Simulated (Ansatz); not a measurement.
# Calculations on H₄CO

Part 1: Relaxation

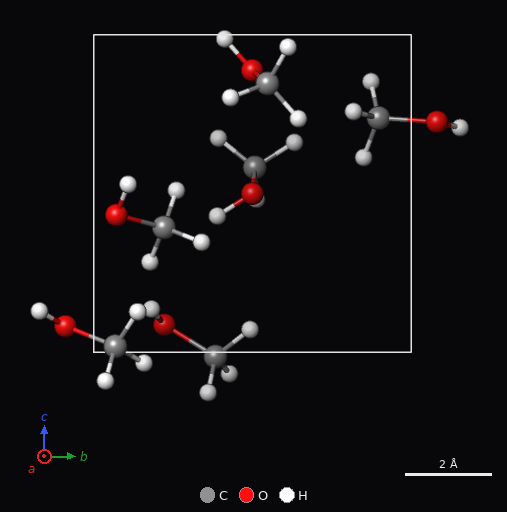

This is the input geometry for a relaxation of an amorphous cell of composition H$_{4}$CO. Style: ball-and-stick. Shown: the cell of the calculation (origin shifted), along the a axis.

The cell holds 6 CH3OH. The run prepares the start of a later molecular dynamics calculation, from a guessed geometry.

Theory: DFT PBE-D3(BJ), scalar-relativistic, plane waves, PAW in Ansatz.

The input:
```yaml
accuracy: low
crystal:
  lattice:
    - [7.380323, 0.0, 0.0]
    - [0.0, 7.380323, 0.0]
    - [0.0, 0.0, 7.380323]
  atoms:
    - { symbol: C, position: [0.6191141, 0.5114276, 0.235549] }
    - { symbol: O, position: [0.7932417, 0.5038887, 0.1531152] }
    - { symbol: H, position: [0.6159866, 0.6362516, 0.3143089] }
    - { symbol: H, position: [0.7984094, 0.3933066, 0.082271] }
    - { symbol: H, position: [0.5094723, 0.5160934, 0.1353512] }
    - { symbol: H, position: [0.5952329, 0.3970711, 0.3273912] }
    - { symbol: C, position: [0.7051602, 0.3876779, 0.6395191] }
    - { symbol: O, position: [0.6706002, 0.2267237, 0.739878] }
    - { symbol: H, position: [0.5749979, 0.4313688, 0.5852711] }
    - { symbol: H, position: [0.7853269, 0.185836, 0.7892744] }
    - { symbol: H, position: [0.7597452, 0.4965588, 0.7246549] }
    - { symbol: H, position: [0.7981914, 0.3644345, 0.5259954] }
    - { symbol: C, position: [0.2992358, 0.5515914, 0.5001651] }
    - { symbol: O, position: [0.1172322, 0.5033923, 0.5416873] }
    - { symbol: H, position: [0.2920396, 0.6486988, 0.3892041] }
    - { symbol: H, position: [0.1210931, 0.4167811, 0.6404679] }
    - { symbol: H, position: [0.3680422, 0.6161427, 0.6149758] }
    - { symbol: H, position: [0.3796833, 0.4348726, 0.4555826] }
    - { symbol: C, position: [0.2907383, 0.0719903, 0.671909] }
    - { symbol: O, position: [0.1986573, -0.085133, 0.7352015] }
    - { symbol: H, position: [0.186731, 0.1623814, 0.6189386] }
    - { symbol: H, position: [0.2894424, -0.167301, 0.7829564] }
    - { symbol: H, position: [0.3634615, 0.1423681, 0.7807253] }
    - { symbol: H, position: [0.3864743, 0.0410005, 0.5625612] }
    - { symbol: C, position: [0.1676408, 0.225074, 0.0464446] }
    - { symbol: O, position: [0.2825968, 0.0753287, 0.0856115] }
    - { symbol: H, position: [0.0779982, 0.1810941, -0.0622933] }
    - { symbol: H, position: [0.3635211, 0.1121905, 0.1823921] }
    - { symbol: H, position: [0.0844886, 0.2643429, 0.1631766] }
    - { symbol: H, position: [0.2437474, 0.343851, -0.0002727] }
    - { symbol: C, position: [0.8572498, 0.901596, 0.3911326] }
    - { symbol: O, position: [0.9131444, 1.0857262, 0.3791153] }
    - { symbol: H, position: [0.9800817, 0.8223209, 0.4116688] }
    - { symbol: H, position: [0.8051996, 1.1584279, 0.3607736] }
    - { symbol: H, position: [0.765969, 0.8777801, 0.5059511] }
    - { symbol: H, position: [0.7909884, 0.8545711, 0.2667108] }
basis:
  ecutwfc: 420.0
kpoints:
  mp_grid: { grid: [1, 1, 1] }
hamiltonian:
  xc: pbe
  dispersion: d3bj
scf:
  occupations: { method: fermi_dirac, width: 0.02 }
  lower_state_search: "off"
relax:
  f_tol: 0.3
  max_steps: 15
  adjacent_minimum: "off"
```

Run as
```bash
ansatz run input.yaml --threads 1 --pin off --max-ram 3072MiB --backend cpu --events-out ev --progress --plain --runs-dir out
```

**What does the optimiser find from here?**

The largest move is that of O2, 1.31 Å along −b. By element the largest moves are O 1.31 Å, H 1.22 Å, C 0.72 Å. The lattice vectors keep their values. Among the contacts that change: O2–H4 0.970 → 0.993 Å, C25–O26 1.423 → 1.440 Å, O20–H22 0.970 → 0.984 Å, C19–H24 1.097 → 1.109 Å. Among the angles between lasting bonds that change: O8–C7–H9 106.3° → 109.3°, O32–C31–H33 106.3° → 108.4°, O8–C7–H11 112.3° → 110.2°. After 10 geometry steps the energy has fallen by 44.6 meV per atom. The largest force component goes from 0.65 to 0.2 eV/Å.

The structure at the end:

```xyz
36
Lattice="7.3803 0.0000 0.0000 0.0000 7.3803 0.0000 0.0000 0.0000 7.3803" Properties=species:S:1:pos:R:3 pbc="T T T"
C     4.5831    3.1532    1.3816
O     5.7779    2.4087    1.1575
H     4.8040    3.9843    2.0666
H     5.7624    2.0866    0.2184
H     4.1901    3.5711    0.4416
H     3.8028    2.5217    1.8423
C     5.2908    3.1432    5.1453
O     5.6597    1.9181    5.7983
H     4.2185    3.3326    5.3049
H     6.0394    1.3409    5.0895
H     5.8747    3.9806    5.5512
H     5.4946    3.0764    4.0716
C     1.9426    4.3202    3.7045
O     0.6868    3.8078    4.1432
H     1.7363    4.9675    2.8418
H     0.8570    3.1107    4.7977
H     2.4407    4.9253    4.4790
H     2.6209    3.5148    3.3774
C     2.2768    0.5037    4.5253
O     1.4945    7.1020    5.4125
H     1.6322    0.7960    3.6818
H     1.8560    7.1981    6.3224
H     2.6658    1.4135    5.0150
H     3.1544    7.3258    4.1416
C     1.3598    1.6936    0.6650
O     1.9679    0.3881    0.6548
H     0.5781    1.6655    7.2775
H     2.6117    0.3369    1.3839
H     0.9008    1.9300    1.6320
H     2.0844    2.4807    0.3984
C     6.2168    6.8022    2.9946
O     6.5031    0.7810    3.3165
H     6.7945    6.1565    3.6694
H     6.2249    1.3422    2.5502
H     5.1401    6.5694    3.1262
H     6.5018    6.5746    1.9528
```

The end point in the same view:

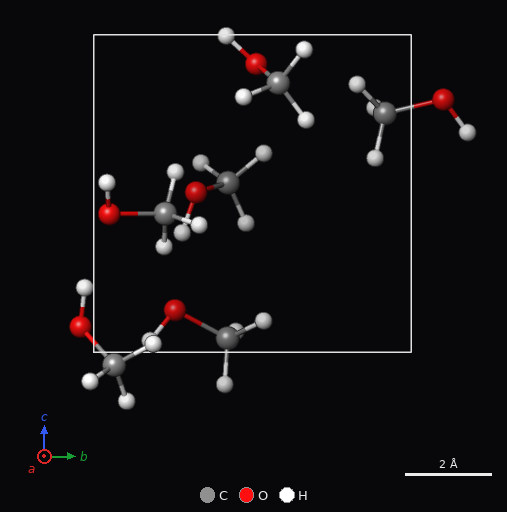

Limits of the set-up: the program's low-accuracy preset was used; the periodic images lie only 7.4 Å apart, so the values are limited by the cell's size.

Part 2: Dynamics

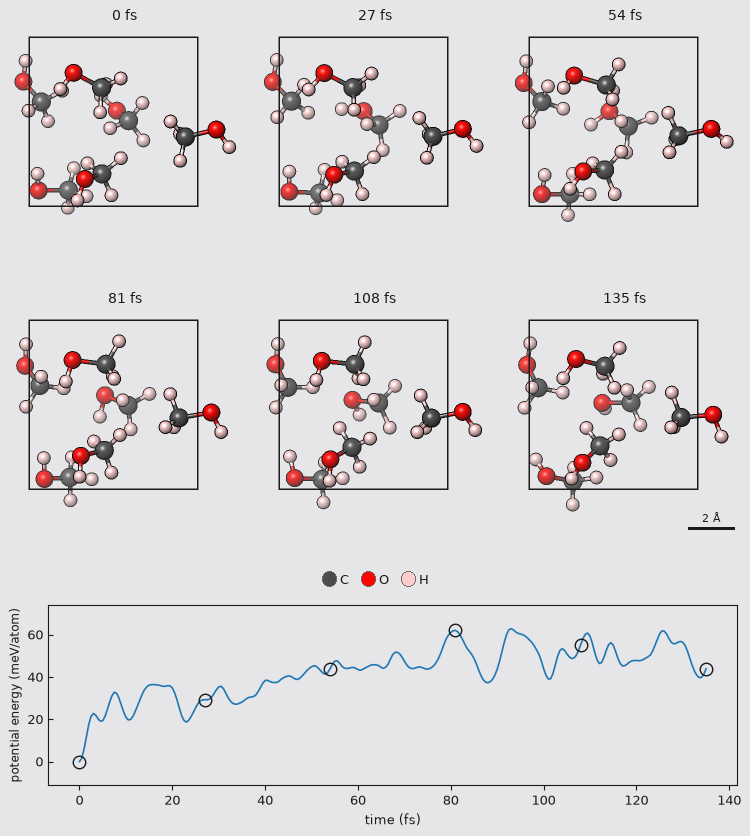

First-principles dynamics of a periodic cell with 6 CH3OH at 0.794 g/cm³, 135 fs long. Frames and the history of the run. A ball-and-stick model of the simulation cell, seen along the a axis. Atoms that leave the cell re-enter on the other side.

Computed with DFT PBE-D3(BJ), scalar-relativistic, plane waves, PAW (Ansatz 0.2.0). Run with plane-wave cutoff 420 eV; k-point mesh 1 × 1 × 1; Fermi-Dirac smearing 0.02 eV; low-accuracy preset; Langevin thermostat (NVT); set temperature 500 K; time step 0.5 fs; friction 0.02 per fs.

> Describe the run.

In the second half of the run the atoms are, in the root-mean-square, this far from where they began (common drift taken out): H 0.82 Å, O 0.43 Å, C 0.32 Å. The heavy atoms stay within a fraction of a molecule's size of their starting places, while the hydrogen atoms travel further, as molecules turn; so short a run doesn't tell a liquid from a solid. Over the second half the temperature averages 475 K (spread ±54 K). The potential energy in the second half lies on average 50.8 meV per atom above the first frame.

Limits of the set-up: the program's low-accuracy preset was used; the periodic images lie only 7.4 Å apart, so the values are limited by the cell's size.

Cost: 9.7 min on 1 thread of Intel(R) Xeon(R) Platinum 8259CL CPU @ 2.50GHz (Skylake/Cascade Lake) (shared host), peak memory 0.5 GiB.

Part 3: Dynamics

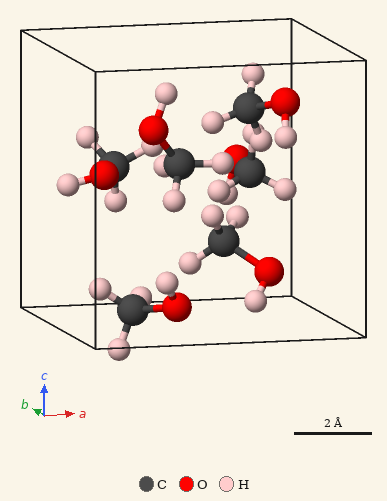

Starting frame of a dynamics run of a periodic cell with 6 CH3OH at 0.794 g/cm³. It starts from the last geometry of an earlier run, with fresh velocities. A ball-and-stick model of the simulation cell, seen slightly off an axis.

These are results of DFT PBE-D3(BJ), scalar-relativistic, plane waves, PAW (Ansatz), not measurements.

The input:
```yaml
accuracy: low
crystal:
  lattice:
    - [7.380323, 0.0, 0.0]
    - [0.0, 7.380323, 0.0]
    - [0.0, 0.0, 7.380323]
  atoms:
    - { symbol: C, position: [0.59389337, 0.44597367, 0.29343198] }
    - { symbol: O, position: [0.73323044, 0.3414774, 0.19318269] }
    - { symbol: H, position: [0.6752039, 0.55785393, 0.36059329] }
    - { symbol: H, position: [0.6658351, 0.27847096, 0.09889613] }
    - { symbol: H, position: [0.48686023, 0.50829911, 0.20903338] }
    - { symbol: H, position: [0.53040513, 0.36576439, 0.39920664] }
    - { symbol: C, position: [0.69457552, 0.47572149, 0.764561] }
    - { symbol: O, position: [0.78254021, 0.3041696, 0.80738007] }
    - { symbol: H, position: [0.558254, 0.46382339, 0.71965361] }
    - { symbol: H, position: [0.76302213, 0.22803742, 0.69325531] }
    - { symbol: H, position: [0.73448828, 0.56244008, 0.87263349] }
    - { symbol: H, position: [0.7549952, 0.53129479, 0.63678763] }
    - { symbol: C, position: [0.23765502, 0.62944629, 0.54847735] }
    - { symbol: O, position: [0.15582118, 0.45952275, 0.54727719] }
    - { symbol: H, position: [0.26043761, 0.68523156, 0.41651969] }
    - { symbol: H, position: [0.02673634, 0.47521725, 0.51504043] }
    - { symbol: H, position: [0.16962477, 0.73572836, 0.64212761] }
    - { symbol: H, position: [0.37516525, 0.60664564, 0.62331621] }
    - { symbol: C, position: [0.32900675, 0.07888224, 0.63729076] }
    - { symbol: O, position: [0.21587661, 0.0143646, 0.77316261] }
    - { symbol: H, position: [0.31516071, 0.22575705, 0.60885499] }
    - { symbol: H, position: [0.2675104, 0.03239371, 0.90055774] }
    - { symbol: H, position: [0.47916157, 0.04421018, 0.63900354] }
    - { symbol: H, position: [0.28754081, -0.00115159, 0.51841006] }
    - { symbol: C, position: [0.21432444, 0.28677178, 0.08444811] }
    - { symbol: O, position: [0.33365027, 0.12913845, 0.11349751] }
    - { symbol: H, position: [0.16262072, 0.28458513, -0.05513849] }
    - { symbol: H, position: [0.28013799, 0.06653625, 0.21206991] }
    - { symbol: H, position: [0.09471275, 0.29225318, 0.16387853] }
    - { symbol: H, position: [0.2816669, 0.42485138, 0.10557742] }
    - { symbol: C, position: [0.82246053, 0.92618318, 0.46079612] }
    - { symbol: O, position: [0.82658807, 1.11676611, 0.47762665] }
    - { symbol: H, position: [0.8223852, 0.87146201, 0.60873072] }
    - { symbol: H, position: [0.8023549, 1.16578076, 0.34789019] }
    - { symbol: H, position: [0.6967476, 0.88355789, 0.40410633] }
    - { symbol: H, position: [0.93672677, 0.86733958, 0.40240987] }
basis:
  ecutwfc: 420.0
kpoints:
  mp_grid: { grid: [1, 1, 1] }
hamiltonian:
  xc: pbe
  dispersion: d3bj
scf:
  occupations: { method: fermi_dirac, width: 0.02 }
  lower_state_search: "off"
md:
  timestep: 0.75
  n_steps: 400
  ensemble: nve
  temperature: 500.0
  initial_velocities: maxwell_boltzmann
  seed: 168467
```

Run as
```bash
ansatz run input.yaml --threads 1 --pin off --max-ram 3072MiB --backend cpu --events-out ev --progress --plain --runs-dir out
```

**Predict how the run goes.**

The mean temperature in the second half is 483 K (standard deviation 39 K). The potential energy in the second half lies on average 2.1 meV per atom above the first frame. Root-mean-square distances from the starting positions over the second half, with the common drift of all atoms taken out: H 1.57 Å, O 1.00 Å, C 0.88 Å. The molecules turn and drift from their places.

Along the run (each row but the first and the last is the mean over the interval that it begins):

| time (fs) | potential energy (meV/atom) | T (K) |
| --- | --- | --- |
| 0.0 | 0.0 | 500 |
| 37.5 | 10.3 | 418 |
| 75.0 | 9.2 | 427 |
| 112.5 | 8.7 | 431 |
| 150.0 | 4.5 | 464 |
| 187.5 | 2.2 | 482 |
| 225.0 | 0.7 | 494 |
| 262.5 | 1.2 | 490 |
| 300.0 | -1.3 | 511 |

The paths of the atoms:

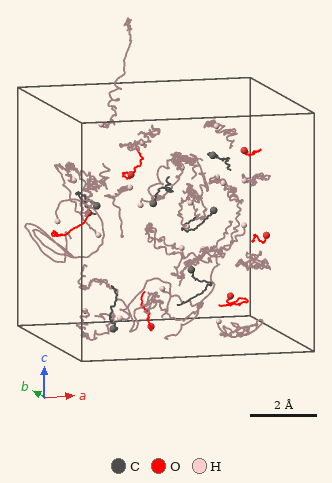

Limits of the set-up: the program's low-accuracy preset was used; the periodic images lie only 7.4 Å apart, so the values are limited by the cell's size.

Cost: 13 min on 1 thread of Intel(R) Xeon(R) Platinum 8259CL CPU @ 2.50GHz (Skylake/Cascade Lake) (shared host), peak memory 0.49 GiB.
